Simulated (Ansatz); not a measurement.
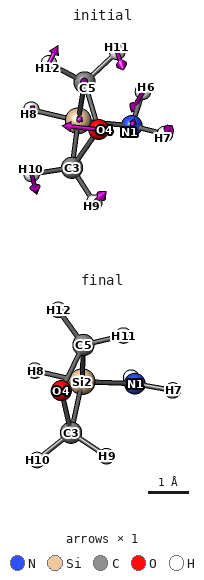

The structure of C₂H₇NOSi before (top) and after (bottom) a relaxation, at one scale. The purple arrows give the displacements, at their true length.

Style: ball-and-stick. Shown from a free direction.

The run prepares an end point of a later path (inversion) calculation, from a guessed geometry.

Method: RKS PBE0-D4/def2-SVP in Ansatz. (no spin polarisation; force threshold 0.015 eV/Å; at most 40 steps)

Summarise the run.

Answer. The largest move after the best rigid fit is that of O4, 0.95 Å. Largest moves by element: O 0.95 Å, H 0.84 Å, N 0.21 Å, C 0.21 Å, Si 0.18 Å. Near-neighbour distances that change, for instance: C3–O4 1.516 → 1.432 Å, N1–Si2 1.631 → 1.715 Å, C3–H9 1.047 → 1.109 Å, Si2–C3 1.850 → 1.905 Å. Bond angles that change, for instance: Si2–N1–H7 110.9° → 124.3°, H6–N1–H7 102.6° → 112.8°, C3–O4–C5 94.3° → 104.1°. Over 12 accepted moves (13 points after the start) the energy falls by 17.3 kcal/mol. Largest force component: 4 eV/Å at the start, 0.003 eV/Å at the end. The line search rejected the trial step at point 3 of the run. The run took 35 s on 2 threads of AMD EPYC 7B13 (Zen 3) (shared host), peak memory 0.27 GiB.
